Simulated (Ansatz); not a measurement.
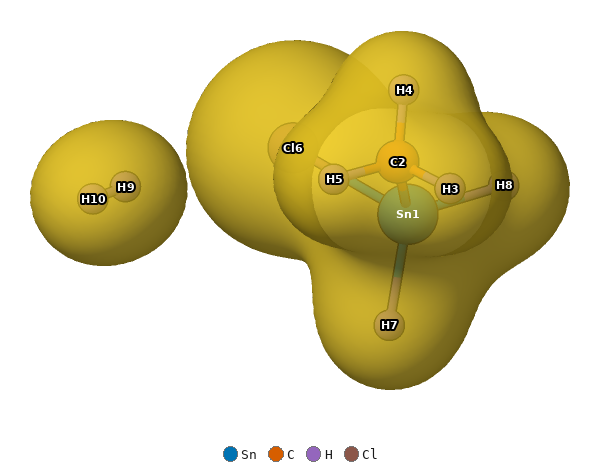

Figure 1: CH₅ClSn···H₂. Isosurface of the electron density at 0.05 e/Å³ (yellow), seen from one side.

Core potentials replace the inner electrons of Sn.

These are results of RHF/def2-SVP in Ansatz 0.2.0, not measurements.

Input

```
crystal:
  periodic: [false, false, false]
  atoms:
    - { symbol: Sn, position_ang: [-0.19187, -0.127207, 0.121766] }
    - { symbol: C, position_ang: [-0.048935, -0.065906, 2.26639] }
    - { symbol: H, position_ang: [-0.772534, -0.765931, 2.69244] }
    - { symbol: H, position_ang: [0.952941, -0.359059, 2.581709] }
    - { symbol: H, position_ang: [-0.258547, 0.933462, 2.641673] }
    - { symbol: Cl, position_ang: [1.982274, -0.496366, -0.767175] }
    - { symbol: H, position_ang: [-0.702935, 1.346416, -0.558136] }
    - { symbol: H, position_ang: [-1.109394, -1.448364, -0.442261] }
    - { symbol: H, position_ang: [1.795224, 1.775778, 1.177412] }
    - { symbol: H, position_ang: [1.378377, 1.697977, 1.748282] }
basis:
  gaussian: { orbitals: def2-SVP }
hamiltonian:
  xc: hf
relax:
  f_tol: 0.03
  max_steps: 50
output:
  orbitals: {}
```

Launched as:

```sh
ansatz run input.yaml --threads 1 --pin off --max-ram 2048MiB --backend cpu --events-out ev --progress --plain --runs-dir out
```

The fields are those of the run's last geometry, not of the input's.

**Which contacts does the surface bridge?**

At this value the surface falls into two separate pieces. It bridges the sampled C–Sn (2.15 Å), Sn–Cl (2.38 Å) and H–H (0.75 Å) contacts, where the density stays above the isovalue. It is pinched off along the sampled Cl···H (3.25 Å) contacts. On the grid the lowest density along these lines, outside the cores, is 0.02 e/Å³ (Cl···H, 3.25 Å), 0.69 e/Å³ (C–Sn, 2.15 Å), 0.48 e/Å³ (Sn–Cl, 2.38 Å) and 1.7 e/Å³ (H–H, 0.75 Å).
